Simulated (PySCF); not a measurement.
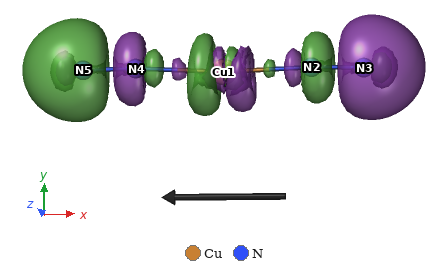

Figure. [Cu(N2)2]+ (CuN$_{4}$, charge +1). Change of the electron density in a uniform field of 0.51 V/Å along −x (arrow), surfaces at ±0.004 e/Å³ (purple: gain, green: loss).

Level of theory: r2SCAN/def2-SVPD (PySCF), at a geometry from GFN2-xTB. This is a single-reference result, which may miss multireference character in this system. No frequency check shows the geometry to be a minimum. GFN2-xTB bond lengths at metals and heavier atoms can be off by up to 0.1 Å and shapes distorted, which carries into these values.

The field was applied in both directions; the picture shows the one opposite to the script's first.

### How large is the response?

The induced dipole is 1.69 D (along the field); α along this axis, from the fields in both directions, is 66 bohr³ (9.8 Å³).
